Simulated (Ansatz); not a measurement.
Si3W3 (charge −1, quartet)

```yaml
atoms:
  - { symbol: W, position_ang: [1.1066, -0.7506, 0.0325] }
  - { symbol: W, position_ang: [-1.5990, -0.5520, -0.5893] }
  - { symbol: W, position_ang: [-0.0037, 1.1682, -0.6241] }
  - { symbol: Si, position_ang: [1.2888, 0.9891, 1.7759] }
  - { symbol: Si, position_ang: [0.1401, -0.9152, -2.3166] }
  - { symbol: Si, position_ang: [-0.9327, 0.0604, 1.7216] }
```

Geometry: PBE-D4/def2-SVPD; ⟨S²⟩ = 3.88, above the pure value of 3.75; core potentials replace the inner electrons of W.

These are results of Ansatz 0.2.0, UKS PBE0-D4/def2-TZVPD, not measurements.

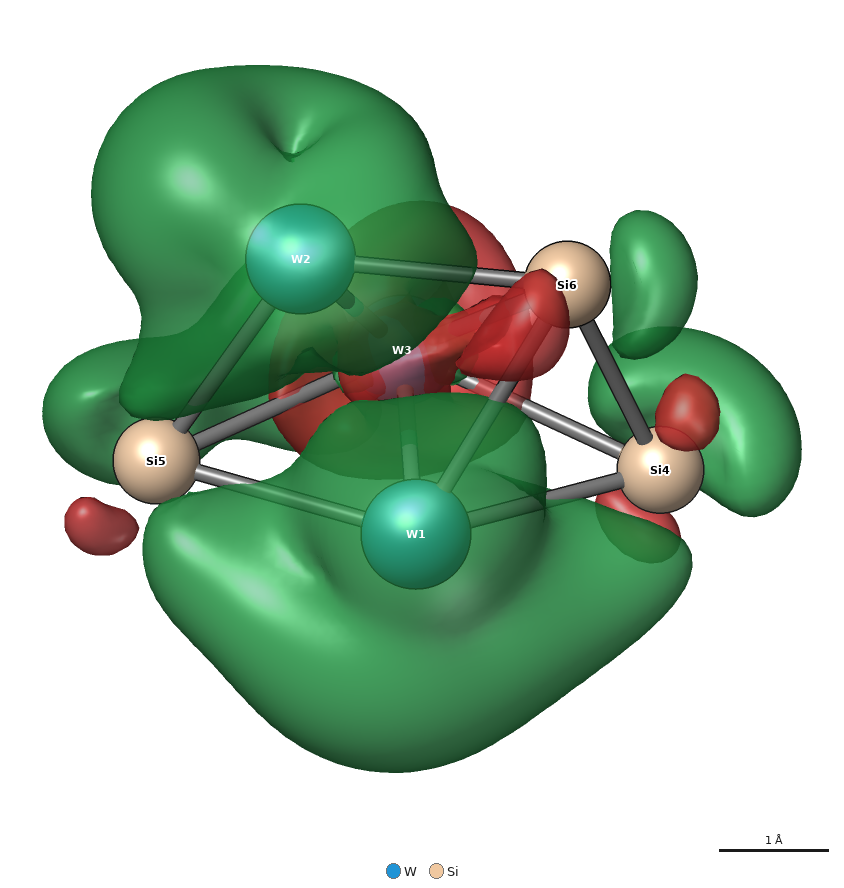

Figure 1. Isosurfaces of the spin density (α minus β) at +0.015 (green) and −0.015 e/Å³ (red), seen at a tilt.

Where is the unpaired spin?

Answer. The unpaired spin (3 electrons) lies mostly on W1 (about 1.4), W2 (about 1.1), Si5 (about 0.2) and Si4 (about 0.2), in electrons by Hirshfeld's partition.

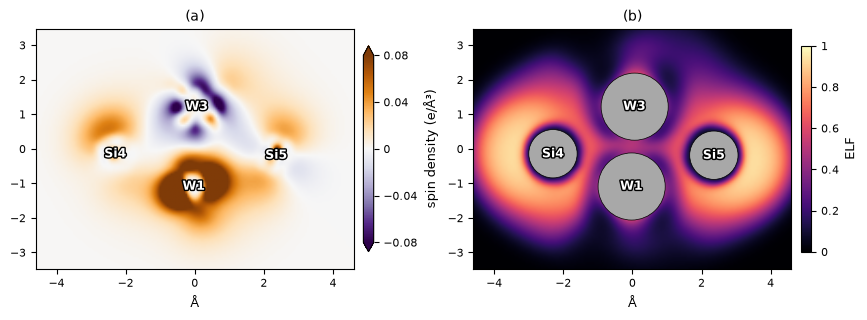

Figure 2. (a) spin density (α minus β); (b) electron localisation function on the plane of atoms W1, W3 and Si5. Grey discs cover the atomic cores in the ELF map.

Read the bonding off the picture.

Answer.
- Atoms in the plane: W and Si.
- W–W (2.31 Å): the ELF is about 0.50 at the midpoint.
- Si–W (2.47 Å): the ELF peaks at about 0.65 in the valence shell of Si, 1.0 Å from its nucleus, and is about 0.50 at the midpoint.
- Si–W (2.55 Å): the ELF peaks at about 0.60 in the valence shell of Si, 1.1 Å from its nucleus, and is about 0.40 at the midpoint.
- Si–W (2.69 Å): the ELF peaks at about 0.60 in the valence shell of Si, 1.1 Å from its nucleus, and is about 0.45 at the midpoint.
- Si–W (2.73 Å): the ELF peaks at about 0.65 in the valence shell of Si, 1.1 Å from its nucleus, and is about 0.50 at the midpoint.

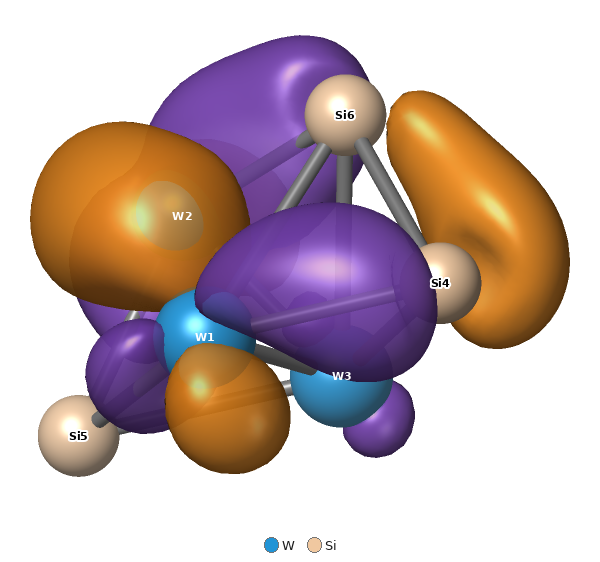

Figure 3. The HOMO−1 (β) at ±0.1 Å⁻³ᐟ² (orange and purple are the two phases), seen at an oblique angle.

What is the character of this orbital?

Answer. By Hirshfeld shares it lies mainly on W2 (about 35 %), W1 (about 30 %), Si4 (about 15 %), Si6 (about 10 %) and W3 (about 5 %). Its energy is −1.38 eV.
